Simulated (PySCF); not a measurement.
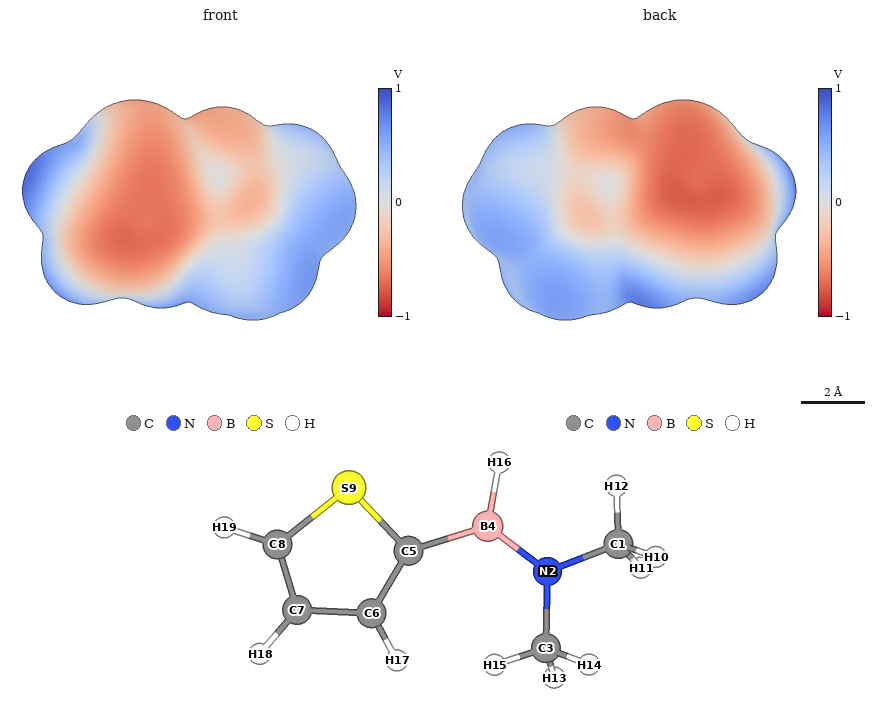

The picture shows: C₆H₁₀BNS. The molecular electrostatic potential painted on the density surface at 0.001 e/bohr³, seen from the front and from behind; the colour scale runs from red (negative) to blue (positive). The bare structure is drawn below in the same view.

Geometry: PBE0-D3(BJ)/def2-SVP.

All numbers below come from wB97X-D/def2-SVPD, SCF density, gas phase in PySCF 2.14.0.

```xyz
19

C    -2.8450   -0.7722   -0.1700
N    -1.5349   -0.1979    0.0294
C    -1.5236    1.2421   -0.0606
B    -0.4148   -0.9998    0.2778
C     1.0520   -0.4937    0.4044
C     1.7405    0.6022   -0.0903
C     3.1189    0.6176    0.2433
C     3.4825   -0.4720    0.9975
S     2.1544   -1.5102    1.2743
H    -3.5672   -0.3835    0.5706
H    -3.2398   -0.5289   -1.1732
H    -2.7963   -1.8637   -0.0733
H    -1.6568    1.5913   -1.1011
H    -2.3488    1.6686    0.5358
H    -0.5823    1.6466    0.3286
H    -0.6166   -2.1876    0.4149
H     1.2725    1.3696   -0.7085
H     3.8165    1.3991   -0.0621
H     4.4673   -0.7065    1.4007
```

> Where is the surface potential most negative and most positive?

The most negative region (about −0.8 V) lies over the C and S atoms, the most positive (about +0.8 V) over H19.

> How polar is the molecule by this calculation?

Its dipole moment is 1.96 D.
